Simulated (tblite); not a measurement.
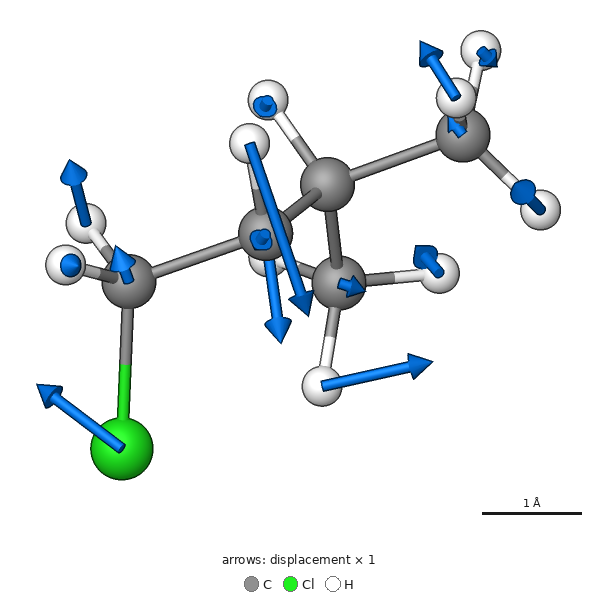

This is a relaxation of C₅H₁₀Cl (multiplicity 2). The starting structure is drawn; blue arrows show the displacements, at their true length. The two geometries are superimposed by the best rigid fit.

The picture is a ball-and-stick view, seen from a free direction.

Theory: GFN2-xTB geometry optimisation, gas phase (tblite 0.8.0). 

Q: What did the optimiser do to the structure, and how much energy did it gain?

A: After 141 geometry steps the energy has fallen by 128.3 kJ/mol. The atom that moves furthest after the best rigid fit is an H atom (1.89 Å). Largest moves by element: H 1.89 Å, Cl 1.17 Å, C 0.44 Å. Near-neighbour distances that change, for instance: C–Cl 1.762 → 1.926 Å, C–C 1.506 → 1.426 Å, C–C 1.477 → 1.540 Å, C–H 1.133 → 1.079 Å. Among the angles between lasting bonds that change: C–C–H 103.7° → 118.8°, C–C–C 109.7° → 123.0°, C–C–H 105.9° → 117.2°. Groups turn about C–C by about 50°, C–C by about 30°. Cost: 0.65 s on 1 thread of Arm Neoverse V2, with other jobs on the host.
